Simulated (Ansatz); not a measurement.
## What a tighter setting buys: kpoints.mp_grid.grid, ZrSi₂ (Cmcm, 6 atoms in the cell)

```yaml
crystal:
  lattice:
    - [1.82885, -7.38352, 0.00000]
    - [1.82885, 7.38352, 0.00000]
    - [0.00000, 0.00000, 3.64754]
  atoms:
    - { symbol: Zr, position: [0.89409, 0.10591, 0.75000] }
    - { symbol: Zr, position: [0.10591, 0.89409, 0.25000] }
    - { symbol: Si, position: [0.44854, 0.55146, 0.25000] }
    - { symbol: Si, position: [0.55146, 0.44854, 0.75000] }
    - { symbol: Si, position: [0.25025, 0.74975, 0.75000] }
    - { symbol: Si, position: [0.74975, 0.25025, 0.25000] }
```

Computed with LDA (PW92), default PAW files made with PBE (plane waves; Ansatz, an electronic-structure program).

Base settings: kpoints.mp_grid.grid = 8 8 7; hamiltonian.xc = lda; hamiltonian.pseudopotentials = {kind: paw} (the program's default PAW files); scf.occupations.method = methfessel_paxton; scf.occupations.width = 0.136 eV.

Misses are taken against the tightest run, 23 23 22, which need not be fully converged itself. The energy is the free energy per atom.

The count of work is k-points × plane waves × bands × iterations; it is no time, and leaves out set-up, grids and terms that scale otherwise. Core times come from one kind of shared machine and are given to one figure; runs under 30 s give none.

The starting cell comes from a database of computed structures (which also holds hypothetical and non-ambient phases and stackings), without a prior relaxation at this level. Its lattice was rescaled by a random factor within 2.5 % of one. Ansatz's pressure includes its estimate of the finite-basis (Pulay) stress.

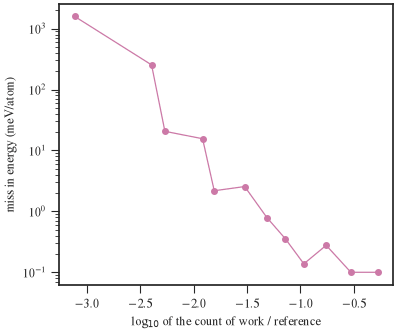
Figure: Miss against the count of work; the reference run is not drawn, and misses under 0.1 meV/atom are drawn there.

| kpoints.mp_grid.grid | energy less reference (meV/atom) | pressure less reference (GPa) | largest difference in the force on any atom (eV/Å) | count of work / reference | core time / reference (rough) |
|---|---|---|---|---|---|
| 1 1 1 | 1591.32 | 17.30 | 5.783 | 0.00077 | – |
| 2 2 2 | 254.09 | 1.34 | 0.375 | 0.0041 | – |
| 3 3 3 | 20.61 | 0.82 | 0.234 | 0.0054 | – |
| 4 4 4 | 15.59 | 0.27 | 0.049 | 0.012 | – |
| 5 5 5 | 2.18 | 0.24 | 0.074 | 0.016 | – |
| 6 6 6 | 2.56 | 0.18 | 0.024 | 0.030 | – |
| 8 8 7 | 0.79 | 0.07 | 0.022 | 0.049 | – |
| 9 9 9 | -0.35 | 0.03 | 0.019 | 0.072 | – |
| 10 10 10 | -0.14 | 0.02 | 0.014 | 0.11 | 0.1 |
| 12 12 12 | 0.28 | 0.01 | 0.007 | 0.17 | 0.2 |
| 15 15 14 | 0.09 | -0.01 | 0.003 | 0.30 | 0.4 |
| 18 18 18 | 0.01 | 0.00 | 0.004 | 0.53 | 0.5 |
| 23 23 22 | 0.00 | 0.00 | 0.000 | 1.0 | 1 |

Coarsest setting among those run that, with all tighter ones, holds the energy within 10 meV/atom of the reference: 5 5 5, off by 2.2 meV/atom; it needs 0.016 of the reference's count of work.

The step from 4 4 4 to 6 6 6: it takes the miss in the energy from 16 to 2.6 meV/atom, for 2.5 times the count of work.

Keys are those of Ansatz 0.2.
